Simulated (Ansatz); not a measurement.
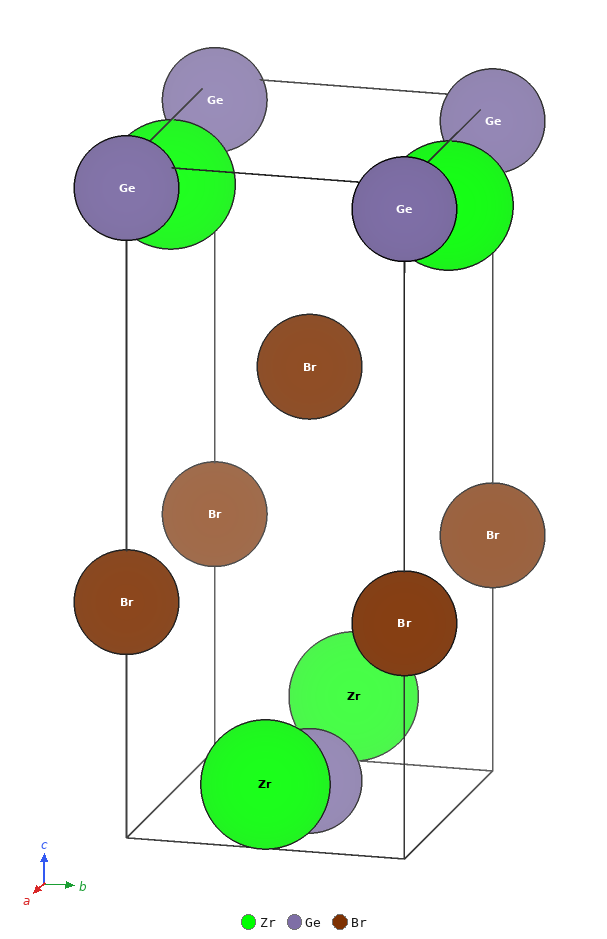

Crystal structure, spheres-only style, seen slightly off an axis. The simulation cell is outlined; an atom on or near a face, edge or corner is repeated at each equivalent position.

```
CELL_PARAMETERS angstrom
4.43432 0.00000 0.00000
0.00000 3.85794 0.00000
0.00000 0.00000 9.37391
ATOMIC_POSITIONS crystal
Zr 0.00000 0.50000 0.09500
Zr 0.50000 0.00000 0.90500
Ge 0.00000 0.00000 0.96500
Ge 0.50000 0.50000 0.03500
Br 0.00000 0.00000 0.35000
Br 0.50000 0.50000 0.65000
```

Setup: DFT, PAW plane waves, PBE (Ansatz); 420 eV cutoff, k-points on an 8×9×4 grid, cold smearing of 0.17 eV, no spin polarisation. The pressure of the cell is 26 GPa.

> How are the electrons shared out in a Bader analysis?

Zr +1.24 e; Ge -0.68 e; Br -0.56 e.

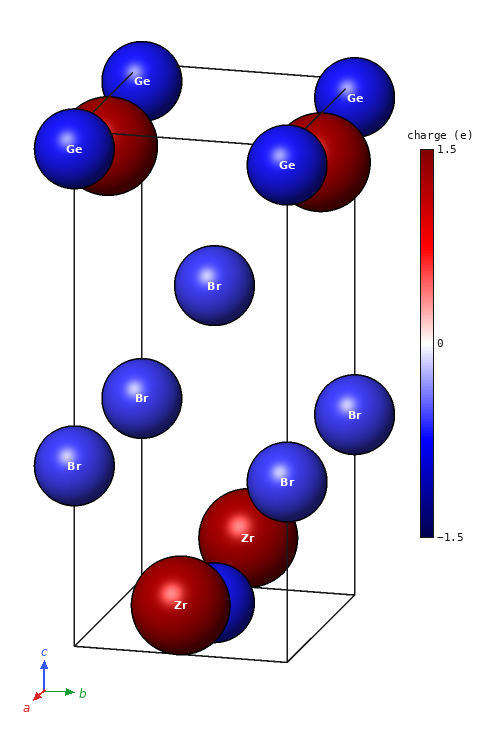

The atoms coloured by those charges.

Provenance: a generated cell, made by putting these elements into a known structure type (the compound may or may not exist in this form); not relaxed. Ansatz was used for an electronic-structure calculation on it.

At this level of theory the cell isn't at rest (compressed, at 26 GPa and forces up to 9.5 eV/Å), so its distances can differ from those at equilibrium, the more so the softer the solid.
